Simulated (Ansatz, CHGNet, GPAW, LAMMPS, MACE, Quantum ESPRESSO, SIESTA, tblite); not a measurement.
## Amorphous Zn20Hg10Se19S11 (60 atoms): runs against a plane-wave reference

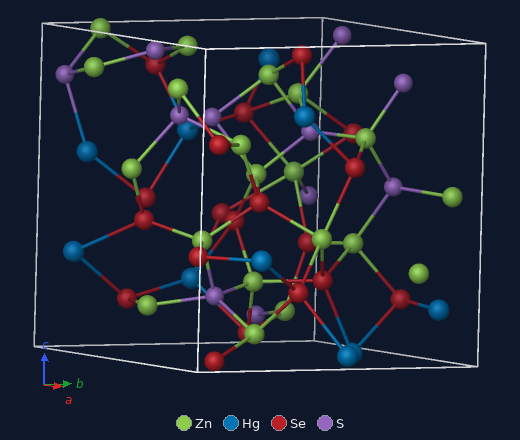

The cell (zinc green, mercury blue, selenium red, sulfur purple). Bonds to atoms that aren't drawn are left out.

Density of this cell: 6.05 g/cm³. The cell holds 60 atoms: 20 Zn, 10 Hg, 19 Se and 11 S. Its edges and angles: a = 11.236 Å, b = 11.236 Å, c = 11.236 Å, α = 90.0°, β = 90.0°, γ = 90.0°. 60 atoms (20 Zn, 10 Hg, 19 Se, 11 S) placed at random at 6.05 g/cm³, melted at 2500 K for 10 ps at fixed volume with the Stillinger-Weber II-VI potential (Zhou et al., Phys. Rev. B 88, 085309 (2013)). Quenched from 2500 K to 500 K at 100 K/ps and fixed volume, held 5 ps.

Geometry: as built.

The reference, a calculation:

| Item | Value |
| --- | --- |
| method | Kohn-Sham DFT, PBE, SSSP efficiency 1.3.0 pseudopotentials, plane waves (Quantum ESPRESSO 7.5); sssp-pbe-1.3.0-efficiency, cutoffs 45/360 Ry, Γ point |
| r.m.s. force component | 0.5455 eV/Å |
| longest force | 2.381 eV/Å |
| pressure | 0.2797 GPa |
| time | 5.5 min on 4 MPI ranks of Arm Neoverse V1, shared host |
| CPU time | 22 min |

Runs, in no order:
A. GPAW PBE, LCAO dzp, h 0.16 Å: Kohn-Sham DFT, PBE, PAW, atomic orbitals (dzp)
B. CHGNet r2SCAN potential: machine-learned interatomic potential CHGNet r2SCAN, trained on r2SCAN plane-wave data
C. GPAW PBE, grid h 0.24 Å: Kohn-Sham DFT, PBE, PAW, finite differences on a real-space grid
D. MACE MPA-0 medium potential: machine-learned interatomic potential MACE MPA-0 medium, trained on PBE(+U) plane-wave data
E. SIESTA PBE, SZP, shift 0.01 Ry, mesh 500 Ry: Kohn-Sham DFT, PBE, PseudoDojo 0.4.1 norm-conserving pseudopotentials (converted to PSML), numerical atomic orbitals (SZP), diagonalisation

**Question.** Rank the runs by how far their forces lie from the reference's, least first.

C, A, D, B, E.

| run | Δ force, r.m.s. (meV/Å) | share of r.m.s. force (%) | CPU time |
| --- | --- | --- | --- |
| C. GPAW PBE, grid h 0.24 Å | 26.3 | 4.82 | 53 min |
| A. GPAW PBE, LCAO dzp, h 0.16 Å | 55.3 | 10.1 | 7.7 min |
| D. MACE MPA-0 medium potential | 131 | 23.9 | 8.2 s |
| B. CHGNet r2SCAN potential | 293 | 53.7 | 3.5 s |
| E. SIESTA PBE, SZP, shift 0.01 Ry, mesh 500 Ry | 661 | 121 | 4 min |

Machine-learned potentials mimic data converged in k, so the reference's own k-point error enters their differences. The network of bonds at the start is that of the classical potential that made the cell, and needn't be the one that DFT or experiment would give. The electronic-structure runs sample only Γ, in a cell whose shortest periodic width is 11 Å, which is coarse for a cell with partly filled levels.

[Hosts, paths, dates, database ids (printed as entryN), source tags and the programs' standing remarks are cut or masked in the printed files.]
